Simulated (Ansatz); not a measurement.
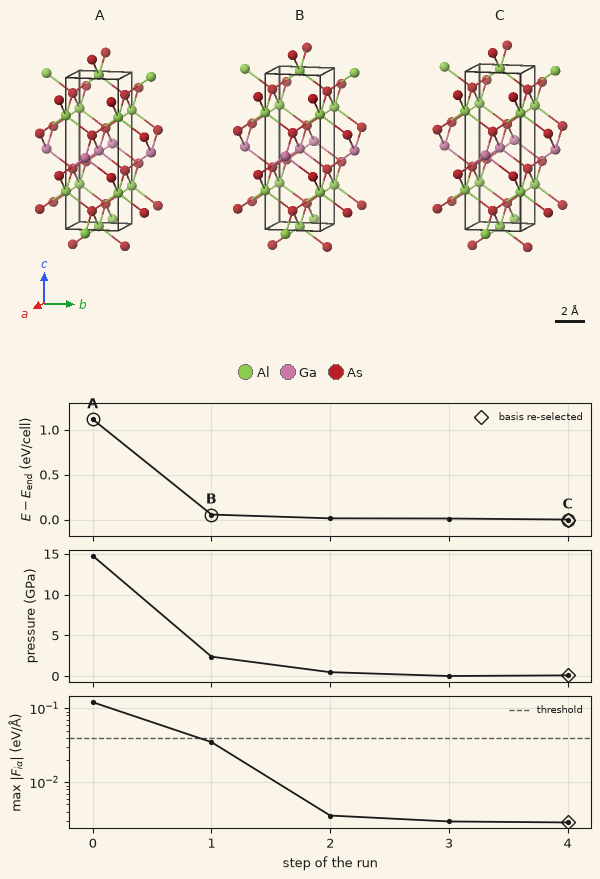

Frames of a relaxation of solid Al3GaAs4 (a generated structure, set up in P-4m2) (coarse preliminary run), marked on the history of the run. Style: ball-and-stick. Shown: the cell of the calculation, slightly off an axis.

Theory: Ansatz, DFT PBE, scalar-relativistic, plane waves, PAW. Settings: plane-wave cutoff 420 eV; k-point mesh 4 × 4 × 2; occupations gaussian; smearing width 0.1 eV; no spin polarisation; cell and atoms relaxed; force threshold 0.04 eV/Å; at most 70 steps.

Describe the path.

Answer. Over 3 accepted moves (4 points after the start) the energy falls by 1.116 eV per cell of the calculation. Largest force component: 0.12 eV/Å at the start, 0.0029 eV/Å at the end. Pressure: 14.77 GPa at the start and 0.10 GPa at the end. The SCF was repeated once at an unchanged geometry on a basis and grid sized afresh for the cell, which shifted the energy by 11.7 meV per cell of the calculation at most. The largest moves relative to the cell, 0.012 Å, are those of As atoms. Largest moves by element: As 0.012 Å, Al 0.003 Å. Ga stays in place. The volume changes by +17.0 %, with a = b 3.846 → 4.074 Å (+5.9 %), c 10.878 → 11.341 Å (+4.3 %). Among the contacts that change: As–Ga 2.355 → 2.489 Å, Al–As 2.355 → 2.481 Å. The space group stays P-4m2 (No. 115). The run took 52 s on 1 thread of Arm Neoverse V1, with other jobs on the host, peak memory 0.43 GiB. From step 0 to 1: volume +13.2 %, energy −1.061 eV per cell of the calculation. From step 1 to 4: volume +3.4 %, energy −55.7 meV per cell of the calculation.
